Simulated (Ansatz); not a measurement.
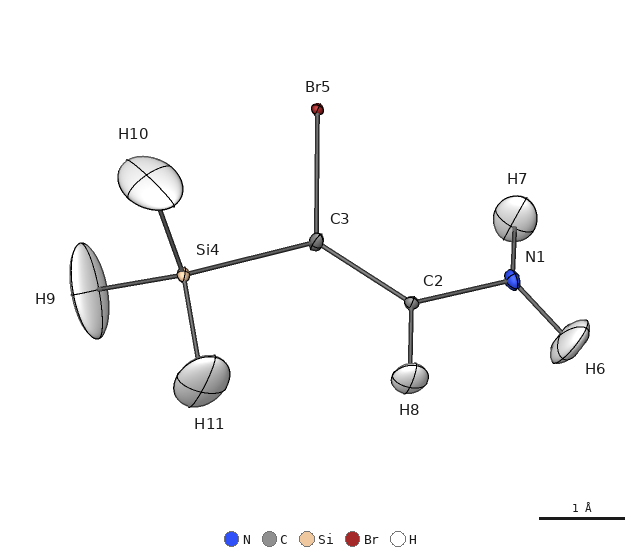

Displacement ellipsoids at the 50 % level, from the internal vibrations of the free molecule (harmonic, no overall translation or rotation; no half-axis is drawn under 0.075 Å). Vibrations computed with RKS PBE0-D4/def2-TZVP (Ansatz 0.2.0). Temperature: 298 K.

Give the displacement parameters, one line for each set of equivalent atoms. Atoms whose distances differ by more than 0.02 Å in this geometry are listed apart.

| atom | U_eq (Å²) | rms amplitudes (Å) |
| --- | --- | --- |
| N1 | 0.0053 | 0.054, 0.072, 0.088 |
| C2 | 0.0031 | 0.044, 0.056, 0.065 |
| C3 | 0.0052 | 0.045, 0.056, 0.102 |
| Si4 | 0.0022 | 0.025, 0.040, 0.066 |
| Br5 | 0.00061 | 0.008, 0.026, 0.033 |
| H6 | 0.0361 | 0.093, 0.169, 0.266 |
| H7 | 0.0323 | 0.093, 0.166, 0.246 |
| H8 | 0.0194 | 0.083, 0.138, 0.180 |
| H9 | 0.0630 | 0.090, 0.208, 0.371 |
| H10 | 0.0633 | 0.090, 0.208, 0.372 |
| H11 | 0.0550 | 0.101, 0.197, 0.341 |
